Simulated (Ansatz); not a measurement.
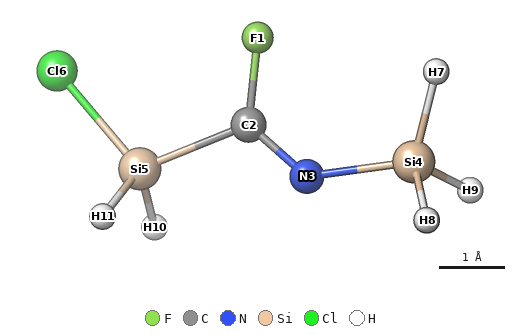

Figure 1. The starting structure (ball-and-stick view, seen at a tilt; atoms are numbered from 1 in the order of the input). Bond lengths as drawn: Cl–Si 2.08 Å, C–F 1.37 Å, C–N 1.26 Å, C–Si 1.91 Å, H–Si 1.50 to 1.51 Å and N–Si 1.77 Å.

# Geometry relaxation of CH5ClFNSi2 (part 1 of 2)

CH5ClFNSi2, computed with RKS PBE0-D4/def2-TZVP (Ansatz 0.2.0).

The geometry: PBE-D4/def2-SVP start. Figures and captions count atoms from 1; the log counts them from 0 in places.

## Output
```
Functional definition: PBE0
  name "PBE0"
  cite "Adamo & Barone, J. Chem. Phys. 110, 6158 (1999) doi:10.1063/1.478522"
  cite "Perdew, Burke & Ernzerhof, Phys. Rev. Lett. 77, 3865 (1996) doi:10.1103/PhysRevLett.77.3865"
  parent pbe
  parameter a = 0.25
  parameter kappa = 0.804
  parameter beta = 0.06672455060314922
  exchange = (1 - a)*pbe_x(kappa = kappa, mu = beta*pi^2/3) + a*exact_x
  correlation = pbe_c(beta = beta)
1515 factors; their error is unknown
mean field evaluation 1: about -33585.8997 eV, gradient 5.2e1 eV
mean field evaluation 2: about -33573.8707 eV, gradient 8.5e1 eV
mean field evaluation 4: about -33590.9012 eV, gradient 6.1e0 eV
mean field evaluation 8: about -33590.9625 eV, gradient 1.6e-1 eV
mean field evaluation 16: about -33591.0845 eV, gradient 3.6e-4 eV
mean field -33591.08447090 eV, -1234.4495854506 hartree, gradient 3.1e-5 eV, S^2 0.000000; 0 other end points of the search recorded, 0 dependent functions left out
the calculation of the forces begins
reference -33591.08451059 eV, -1234.4495869095 hartree; 36, 36 occupied and 198, 198 virtual orbitals, 1515 factors
relax step   1: F+E_penalty+E_count = -33591.32838673 eV  Δ(F+E_penalty+E_count) = +0.000e0 eV  max|allowed force component| = 1.029e0 eV/Å  Δτ_max = 0.0000 Å  (30 SCF iters, accepted)
these checks for a lower state are left out or cut short: starts, cluster_reference, orbital_swaps, neighbouring_geometries, increment
1515 factors; their error is unknown
mean field -33591.13651457 eV, -1234.4514980205 hartree, gradient 2.0e-5 eV, S^2 0.000000; 0 other end points of the search recorded, 0 dependent functions left out
[... from here on the field's lines of each further geometry are left out, up to the last ...]
relax step   2: F+E_penalty+E_count = -33591.38256340 eV  Δ(F+E_penalty+E_count) = -5.418e-2 eV  max|allowed force component| = 1.904e-1 eV/Å  Δτ_max = 0.0523 Å  (34 SCF iters, accepted)
relax step   3: F+E_penalty+E_count = -33591.38663838 eV  Δ(F+E_penalty+E_count) = -4.075e-3 eV  max|allowed force component| = 1.252e-1 eV/Å  Δτ_max = 0.0171 Å  (35 SCF iters, accepted)
relax step   4: F+E_penalty+E_count = -33591.38705371 eV  Δ(F+E_penalty+E_count) = -4.153e-4 eV  max|allowed force component| = 3.156e-2 eV/Å  Δτ_max = 0.0040 Å  (35 SCF iters, accepted)
relax step   5: F+E_penalty+E_count = -33591.38711418 eV  Δ(F+E_penalty+E_count) = -6.048e-5 eV  max|allowed force component| = 2.871e-2 eV/Å  Δτ_max = 0.0068 Å  (35 SCF iters, accepted)
relax step   6: F+E_penalty+E_count = -33591.38724409 eV  Δ(F+E_penalty+E_count) = -1.299e-4 eV  max|allowed force component| = 4.382e-2 eV/Å  Δτ_max = 0.0101 Å  (34 SCF iters, accepted)
relax step   7: F+E_penalty+E_count = -33591.38715346 eV  Δ(F+E_penalty+E_count) = +9.063e-5 eV  max|allowed force component| = 4.854e-2 eV/Å  Δτ_max = 0.0146 Å  (33 SCF iters, rejected (line search))
relax step   8: F+E_penalty+E_count = -33591.38737274 eV  Δ(F+E_penalty+E_count) = -1.286e-4 eV  max|allowed force component| = 2.119e-2 eV/Å  Δτ_max = 0.0071 Å  (35 SCF iters, accepted)
relax step   9: F+E_penalty+E_count = -33591.38760272 eV  Δ(F+E_penalty+E_count) = -2.300e-4 eV  max|allowed force component| = 1.550e-2 eV/Å  Δτ_max = 0.0307 Å  (33 SCF iters, accepted)
relax step  10: F+E_penalty+E_count = -33591.38776088 eV  Δ(F+E_penalty+E_count) = -1.582e-4 eV  max|allowed force component| = 2.224e-2 eV/Å  Δτ_max = 0.0401 Å  (33 SCF iters, accepted)
relax step  11: F+E_penalty+E_count = -33591.38786845 eV  Δ(F+E_penalty+E_count) = -1.076e-4 eV  max|allowed force component| = 2.746e-2 eV/Å  Δτ_max = 0.0178 Å  (34 SCF iters, accepted)
relax step  12: F+E_penalty+E_count = -33591.38799164 eV  Δ(F+E_penalty+E_count) = -1.232e-4 eV  max|allowed force component| = 2.908e-2 eV/Å  Δτ_max = 0.0168 Å  (34 SCF iters, accepted)
relax step  13: F+E_penalty+E_count = -33591.38805826 eV  Δ(F+E_penalty+E_count) = -6.662e-5 eV  max|allowed force component| = 1.861e-2 eV/Å  Δτ_max = 0.0150 Å  (34 SCF iters, accepted)
relax step  14: F+E_penalty+E_count = -33591.38809019 eV  Δ(F+E_penalty+E_count) = -3.193e-5 eV  max|allowed force component| = 1.220e-2 eV/Å  Δτ_max = 0.0174 Å  (34 SCF iters, accepted)
relax step  15: F+E_penalty+E_count = -33591.38809349 eV  Δ(F+E_penalty+E_count) = -3.299e-6 eV  max|allowed force component| = 1.925e-2 eV/Å  Δτ_max = 0.0129 Å  (34 SCF iters, accepted)
the calculation of the forces begins
reference -33591.14160584 eV, -1234.4516851212 hartree; 36, 36 occupied and 198, 198 virtual orbitals, 1515 factors
relax step  16: F+E_penalty+E_count = -33591.38811722 eV  Δ(F+E_penalty+E_count) = -2.373e-5 eV  max|allowed force component| = 4.069e-3 eV/Å  Δτ_max = 0.0067 Å  (35 SCF iters, accepted)
1515 factors; their error is unknown
mean field evaluation 128: about -33574.4898 eV, gradient 8.4e1 eV
```

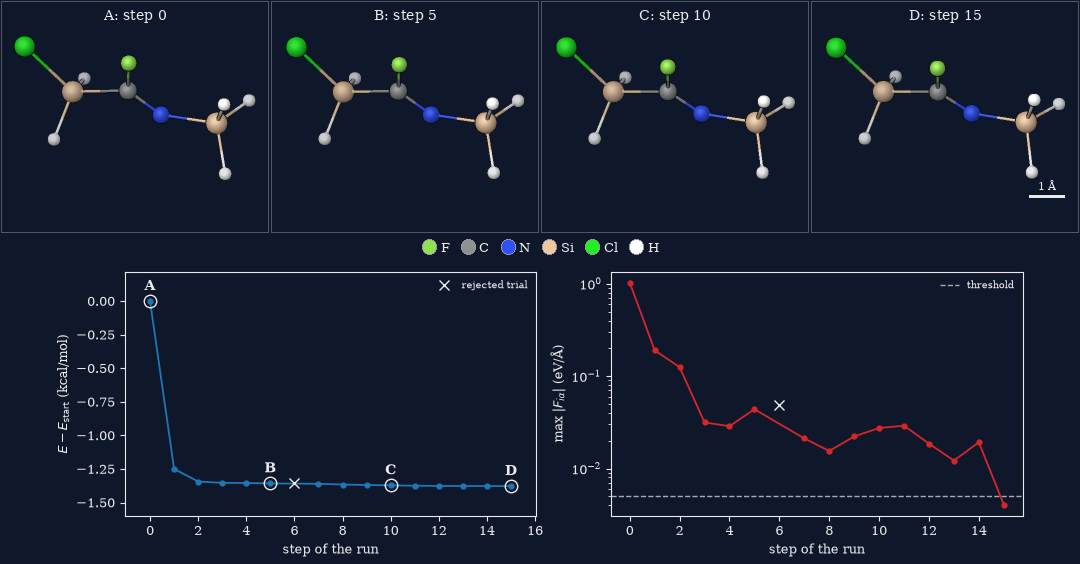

Figure 2. Frames of the relaxation (ball-and-stick view, seen at a tilt) above the curves, on which the letters mark them (the first geometry is step 0 here and step 1 in the log).

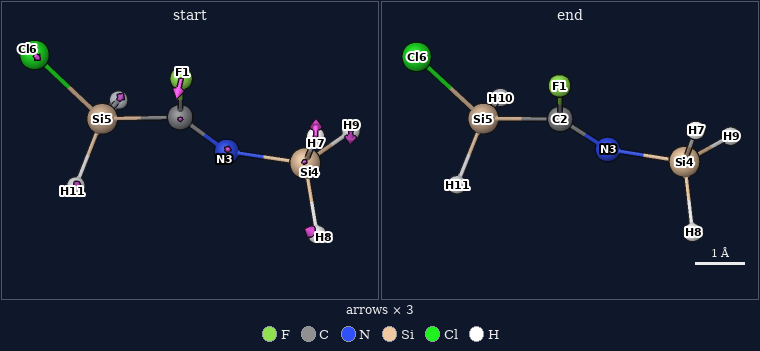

Figure 3. Before (left) and after (right) the relaxation, at one scale (ball-and-stick view, seen at a tilt). The pink arrows give the displacements, magnified 3 times. The atom that moves furthest after the best rigid fit is F1 (0.17 Å). By element the largest moves are F 0.17 Å, H 0.16 Å, Cl 0.06 Å, N 0.05 Å, C 0.04 Å, Si 0.04 Å. Among the contacts that change: Si5–Cl6 2.078 → 2.044 Å, N3–Si4 1.770 → 1.744 Å, Si4–H7 1.506 → 1.485 Å, C2–N3 1.257 → 1.238 Å. After 15 geometry steps the energy has fallen by 1.38 kcal/mol. Largest force component: 1 eV/Å at the start, 0.0041 eV/Å at the end. The line search rejected the trial step at point 6 (counted from 0) and went back. (Atoms are counted from 1 in the order of the input.)

```
mean field -33591.14156634 eV, -1234.4516836695 hartree, gradient 6.4e-5 eV, S^2 0.000000; 1 other end points of the search recorded, 0 dependent functions left out
the calculation of the forces begins
reference -33591.14160584 eV, -1234.4516851212 hartree; 36, 36 occupied and 198, 198 virtual orbitals, 1515 factors
Total energy: -33591.38815672 eV, -1234.4607456989 hartree
Atom 0 at    -1.155891     1.321115     0.131728 Å, force    -0.000907     0.000276     0.001938 eV/Å
Atom 1 at    -0.155345     0.484755    -0.244556 Å, force     0.003257    -0.002165    -0.000528 eV/Å
Atom 2 at     0.128777    -0.553192     0.367962 Å, force    -0.004068     0.002597    -0.001430 eV/Å
Atom 3 at    -0.538718    -1.306935     1.792529 Å, force     0.002389     0.000884     0.002638 eV/Å
Atom 4 at     0.819098     0.949564    -1.804294 Å, force     0.000234    -0.000492    -0.001484 eV/Å
Atom 5 at     0.286254     2.801985    -2.485262 Å, force     0.000251    -0.000827     0.000215 eV/Å
Atom 6 at    -1.682222    -0.577751     2.397702 Å, force    -0.001157    -0.000577    -0.001111 eV/Å
Atom 7 at    -0.970070    -2.664857     1.383691 Å, force    -0.000721     0.000375    -0.000748 eV/Å
Atom 8 at     0.568877    -1.402651     2.773030 Å, force     0.000658    -0.000767    -0.000769 eV/Å
Atom 9 at     2.252831     0.948336    -1.449967 Å, force    -0.000142     0.001258     0.000346 eV/Å
Atom 10 at     0.511909    -0.057468    -2.841963 Å, force     0.000206    -0.000563     0.000934 eV/Å
Dipole moment:     0.104093    -0.191550     0.011957 e Å
```

## Trajectory as extended XYZ (Å, eV, eV/Å), 16 frames, from step=1 to step=16
```
11
Properties=species:S:1:pos:R:3:forces:R:3 step=1 energy=-33591.32839
F    -1.0569    1.4304    0.2172    0.3449  -0.4202  -0.1130
C    -0.1409    0.5176   -0.2315    0.0764  -0.8324   0.5475
N     0.0932   -0.5784    0.3371   -0.4817   1.0292  -0.1973
Si   -0.5616   -1.3370    1.7963    0.0692   0.1044  -0.1182
Si    0.8159    0.9558   -1.8274    0.0175   0.1447  -0.1247
Cl    0.3156    2.8522   -2.5125    0.1439  -0.5666   0.2106
H    -1.7987   -0.6809    2.3493    0.3009  -0.1315  -0.1616
H    -0.8676   -2.7626    1.4420    0.0704   0.3372   0.0366
H     0.5330   -1.3015    2.8246   -0.2391   0.0108  -0.2557
H     2.2782    0.9085   -1.5076   -0.3664   0.0471  -0.0714
H     0.4553   -0.0614   -2.8668    0.0639   0.2773   0.2473
11
Properties=species:S:1:pos:R:3:forces:R:3 step=2 energy=-33591.38256
F    -1.0540    1.4043    0.2259    0.1098  -0.1399  -0.0357
C    -0.1393    0.5032   -0.2264    0.0282  -0.0649   0.0145
N     0.0959   -0.5780    0.3346   -0.1681   0.0860   0.1696
Si   -0.5578   -1.3235    1.7862    0.0880   0.0788  -0.1904
Si    0.8130    0.9418   -1.8129   -0.0236   0.0080   0.0160
Cl    0.3157    2.8103   -2.4812   -0.0011  -0.0064   0.0065
H    -1.7807   -0.6625    2.3212    0.0747  -0.0324  -0.0301
H    -0.8641   -2.7306    1.4205    0.0066   0.0732   0.0358
H     0.5308   -1.2837    2.7983   -0.0682  -0.0069  -0.0465
H     2.2599    0.9129   -1.4953   -0.0858  -0.0301  -0.0138
H     0.4461   -0.0513   -2.8502    0.0394   0.0345   0.0741
11
Properties=species:S:1:pos:R:3:forces:R:3 step=3 energy=-33591.38664
F    -1.0540    1.3931    0.2259    0.0135  -0.0234   0.0028
C    -0.1361    0.5002   -0.2259   -0.0137   0.0670  -0.0647
N     0.1002   -0.5773    0.3348   -0.0398  -0.0710   0.1252
Si   -0.5540   -1.3192    1.7776    0.0505   0.0384  -0.0913
Si    0.8082    0.9457   -1.8098   -0.0035  -0.0108   0.0245
Cl    0.3105    2.8130   -2.4759    0.0004  -0.0031  -0.0011
H    -1.7700   -0.6554    2.3099   -0.0116   0.0085   0.0041
H    -0.8657   -2.7218    1.4192   -0.0081  -0.0131   0.0036
H     0.5266   -1.2822    2.7911    0.0074  -0.0071   0.0146
H     2.2491    0.9019   -1.4905    0.0147   0.0131  -0.0010
H     0.4505   -0.0550   -2.8358   -0.0098   0.0014  -0.0167
11
Properties=species:S:1:pos:R:3:forces:R:3 step=4 energy=-33591.38705
F    -1.0552    1.3904    0.2245    0.0024  -0.0137  -0.0038
C    -0.1375    0.4980   -0.2271    0.0126   0.0261  -0.0178
N     0.1001   -0.5782    0.3370   -0.0174  -0.0080   0.0316
Si   -0.5527   -1.3182    1.7771    0.0113  -0.0003  -0.0170
Si    0.8089    0.9446   -1.8089   -0.0027  -0.0040  -0.0042
Cl    0.3108    2.8117   -2.4750   -0.0038   0.0059   0.0016
H    -1.7684   -0.6526    2.3092   -0.0044   0.0053   0.0044
H    -0.8679   -2.7211    1.4209   -0.0046  -0.0064   0.0009
H     0.5270   -1.2846    2.7925    0.0037  -0.0034   0.0060
H     2.2507    0.9053   -1.4908    0.0028   0.0012   0.0029
H     0.4497   -0.0523   -2.8387    0.0002  -0.0027  -0.0045
11
Properties=species:S:1:pos:R:3:forces:R:3 step=5 energy=-33591.38711
F    -1.0603    1.3881    0.2206    0.0105  -0.0072  -0.0167
C    -0.1383    0.4988   -0.2288   -0.0075  -0.0070   0.0266
N     0.1006   -0.5760    0.3380   -0.0087   0.0000   0.0176
Si   -0.5518   -1.3176    1.7775    0.0111   0.0114  -0.0287
Si    0.8098    0.9440   -1.8089   -0.0034  -0.0022  -0.0034
Cl    0.3093    2.8110   -2.4725   -0.0011   0.0125  -0.0066
H    -1.7651   -0.6496    2.3119   -0.0064   0.0037   0.0081
H    -0.8709   -2.7189    1.4187   -0.0043  -0.0083   0.0012
H     0.5294   -1.2882    2.7912    0.0048  -0.0043   0.0078
H     2.2509    0.9047   -1.4886    0.0049   0.0031   0.0008
H     0.4519   -0.0534   -2.8387    0.0001  -0.0018  -0.0067
```
